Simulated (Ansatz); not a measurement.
# Static equation of state of amorphous poly(vinylidene fluoride) (as short chains C8F6H12), from a frame at 500 K, (78 atoms)

Density of this cell: 1.36 g/cm³. The cell holds 78 atoms: 24 C, 18 F and 36 H. Cell: a = 9.520 Å, b = 9.242 Å, c = 9.513 Å, α = 99.4°, β = 98.5°, γ = 89.4°. The starting structure: 3 poly(vinylidene fluoride) chains of 3 units with methyl end groups placed at random, at 1.44 g/cm³; overlaps pushed apart, then 20 ps at 800 K with MMFF94 bonds, angles, torsions, charges and radii (Halgren, J. Comput. Chem. 17, 490 (1996)) in harmonic and 12-6 forms. Snapshot after 30 ps at 500 K and fixed volume.

Calculated with Ansatz 0.2.0: Kohn-Sham DFT, PBE+D4, PAW (set soft_2), plane waves; cutoff 420 eV, Γ point, fermi-dirac smearing of 0.05 eV. Cell and atoms were relaxed first, to V0 = 10.468 Å³ an atom at a residual P0 = 0.003 GPa. The cell was then scaled evenly, and the atoms were relaxed at each volume.

| volume (Å³/atom) | pressure (GPa) |
| --- | --- |
| 9.4212 | ? |
| 9.8399 | 0.3859 |
| 10.154 | 0.2136 |
| 10.782 | -0.1170 |
| 11.096 | -0.2035 |

**Question.** Fit the third-order Birch–Murnaghan equation to the rows given and extrapolate to the withheld row.

Worked fit:

Take the Eulerian strain f = ½[(V0/V)^(2/3) − 1] and the normalised pressure F = (P − P0) / [3f(1 + 2f)^(5/2)]. The third-order Birch–Murnaghan equation is then the line F = B0 + (3/2)B0(B′ − 4) f, so u = f and v = F.

| u = f | v = F (GPa) |
| --- | --- |
| 0.0210564 | 5.47173 |
| 0.0102570 | 6.51401 |
| -0.00975636 | 4.29477 |
| -0.0190507 | 3.97583 |

With n = 4: mean u = 6.2657e-4, mean v = 5.06408, Σ(u − ū)² = 0.0010051, Σ(u − ū)(v − v̄) = 0.051693. Slope b = 0.051693 / 0.0010051 = 51.430; intercept a = v̄ − b ū = 5.0319.

So B0 = a = 5.03 GPa and B′ = 4 + 2b/(3a) = 10.8. At the withheld volume f = 0.03638, F = a + b f = 6.903 GPa, and P = P0 + 3f(1 + 2f)^(5/2) F.

Prediction at 9.4212: 0.9008 GPa. The run gave 0.7690 GPa, so the fit is high by 0.13 GPa (17 % of the value).

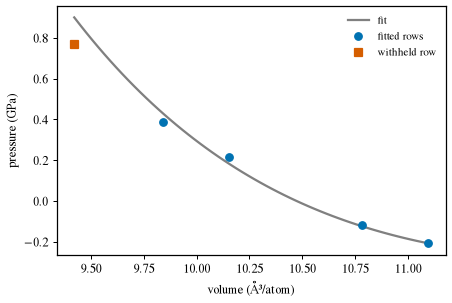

The fit, the rows that it rests on and the withheld row.

The series isn't one smooth equation of state: even a line fitted to all rows, the withheld one included, misses F by up to 18.3 %. B0 and B′ are then only the numbers of this fit, not moduli of the material. Among the rows given, the largest miss of the fit is at 9.8399, by 0.045 GPa (4.6 % of the range of the table).

Limits: Static cells at zero temperature; the cell shape is held. The program notes that the SCF threshold of these relaxations is loose for the stress. The network of contacts between molecules at the start is that of the classical potential that made the cell, and needn't be the one that DFT or experiment would give. Only the Γ point is sampled, in a cell whose shortest periodic width is 9 Å.

[Hosts, paths, dates, database ids (printed as entryN), source tags and the programs' standing remarks are cut or masked in the printed files.]

[The MMFF94 radii named for the starting cell were scaled by 0.96; in molecules described by MMFF94, hydrogen bound to N, O or S took a small fixed 12-6 site in their place.]
